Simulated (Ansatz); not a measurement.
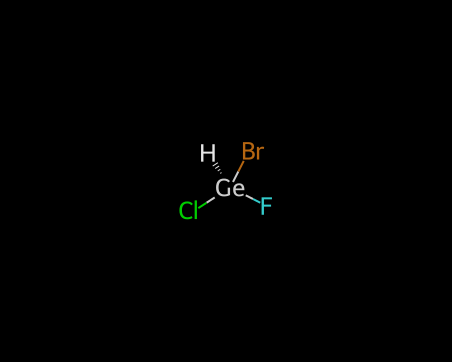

The picture comes from a calculation with Ansatz.

Skeletal drawing of a molecule.

**Write the SMILES.**

[F][Ge@@H]([Cl])[Br]

**Give the formula, hydrogens included.**

BrClFGeH.

**An optimisation with PBE-D4/def2-SVP gave a structure of which point group?**

C1.
